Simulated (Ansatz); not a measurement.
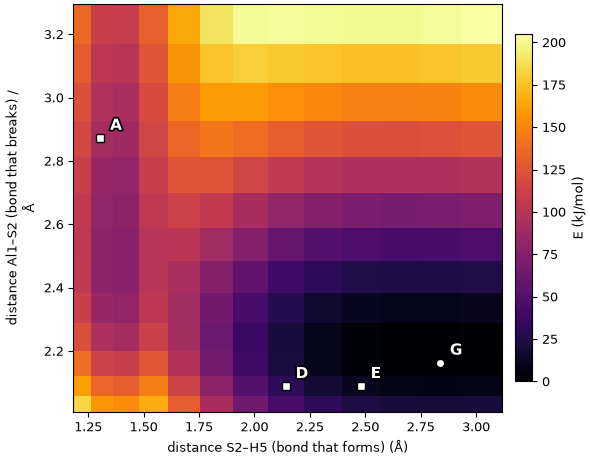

The reacting system CH7AlS (fragments AlH₃S + CH₄ where the first distance is long, CH₅Al + H₂S where the second is long). 
- The first coordinate is: distance S2–H5 (bond that forms); the second: distance Al1–S2 (bond that breaks).
- Relaxed at each point: all other coordinates.
- The scan uses a 13 × 13 grid.
- Points are written as (first, second).
- Energies are in kJ/mol, from the lowest grid point.
- Energies and slopes of some neighbouring points disagree (a jump in structure or state, or too coarse a mesh). The reference is spin-restricted, so regions where a bond is pulled apart into radicals lie too high.
- These are results of Ansatz 0.2.0, RKS SPW92 (LDA)/def2-SVP, not measurements.

Drawn: one coloured cell a grid point, lettered points.

Rank the lettered points by energy, lowest first.

Answer. G (0 kJ/mol), E (12 kJ/mol), D (31 kJ/mol), A (90 kJ/mol).
